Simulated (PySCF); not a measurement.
**C2H5AsO (SMILES O=CC[AsH2]): density, localisation and related maps**

```xyz
9

O    -0.5723   -1.5843   -0.3663
C    -0.9906   -0.4615   -0.3114
C    -0.1890    0.7610    0.0420
As    1.7338    0.5065    0.4287
H    -2.0706   -0.2463   -0.5320
H    -0.2942    1.4945   -0.7765
H    -0.6654    1.2441    0.9133
H     1.9830   -0.4069   -0.7644
H     1.5196   -0.6827    1.3561
```

Geometry: PBE0-D3(BJ)/def2-SVP.

Theory: wB97X-D/def2-SVPD, SCF density, gas phase (PySCF 2.14.0).

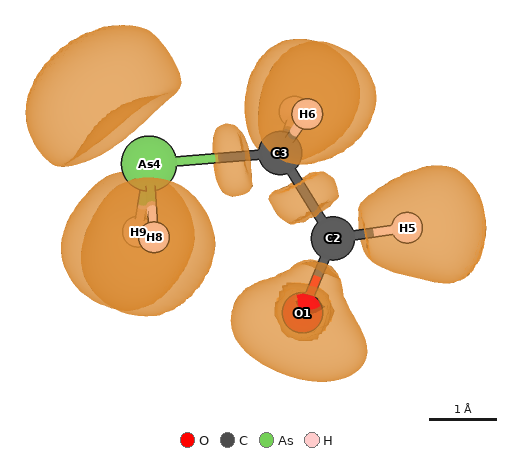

Figure 1. Isosurface of the ELF at 0.75 (orange), seen across its widest extent. Only the valence region is drawn (cores and ρ < 0.01 e/Å³ removed).

**Identify the bonds, lone pairs and shells in this picture.**

At this value the surface marks out one region between bonded As–C atoms (shared pairs), one region between bonded C–C atoms (shared pairs), five regions around hydrogen nuclei, one region on O in which the atom's valence shell and bonds are merged and one lobe on As, pointing away from the bonds (lone pairs). Profiles from the grid: C–O (1.20 Å): the ELF peaks at about 0.90 between the atoms: a short, multiple covalent bond. C–C (1.50 Å): the ELF peaks at about 0.95 between the atoms, as expected for localised, covalent bonding.

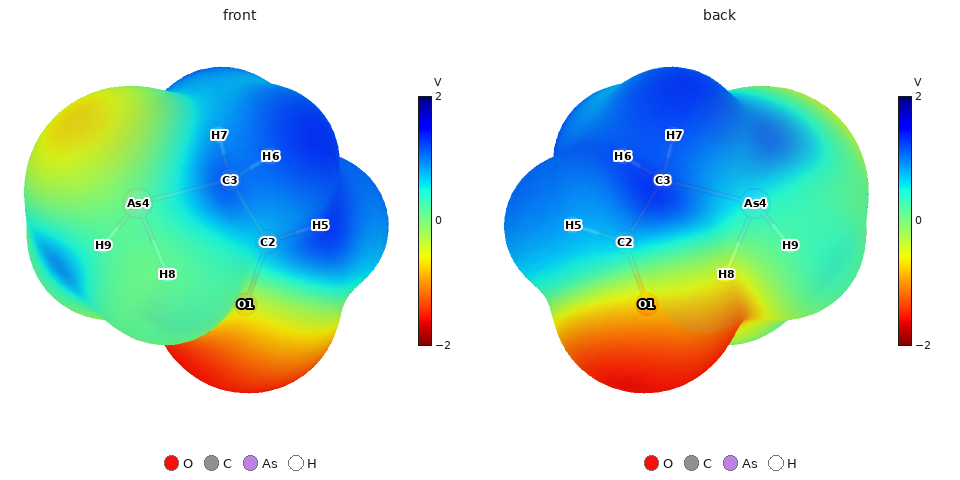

Figure 2. The molecular electrostatic potential painted on the density surface at 0.002 e/bohr³, seen from the front and from behind; the colour scale runs from red (negative) to blue (positive).

**Describe the electrostatic potential map.**

The most negative region (about −1.6 V, or −37 kcal/mol for a unit charge) lies over O1, the most positive (about +1.3 V, or +30 kcal/mol for a unit charge) over C2, H6 and H7. O1 is the likeliest acceptor of a hydrogen bond.

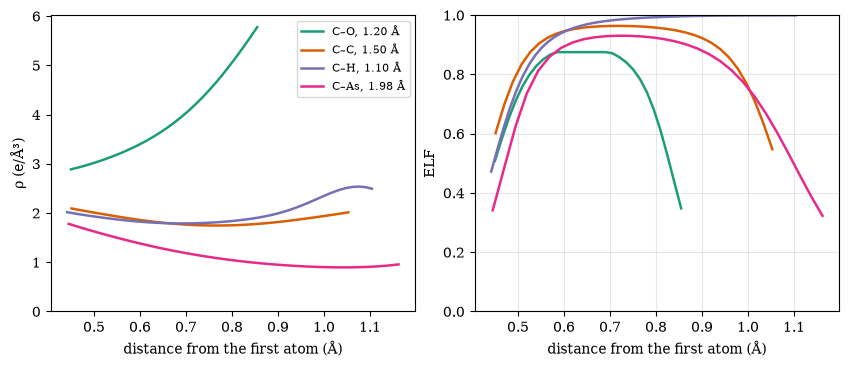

Figure 3. Electron density and electron localisation function along straight lines between neighbouring atoms. The curves leave out the atomic cores.

**What can be read from the curves?**

C–O (1.20 Å): ρ at the midpoint is about 3.4 e/Å³; the ELF peaks at about 0.90 between the atoms; a multiple bond.
C–C (1.50 Å): the density is about 1.7 e/Å³ at the midpoint; the ELF peaks at about 0.95 between the atoms: a shared electron pair.
C–H (1.10 Å): the density is about 1.9 e/Å³ at the midpoint; the ELF climbs to about 1 towards the hydrogen, as it does in any bond to H; an ordinary covalent bond to hydrogen.
C–As (1.98 Å): ρ at the midpoint is about 0.9 e/Å³; the ELF peaks at about 0.95 between the atoms (localised, covalent bonding).
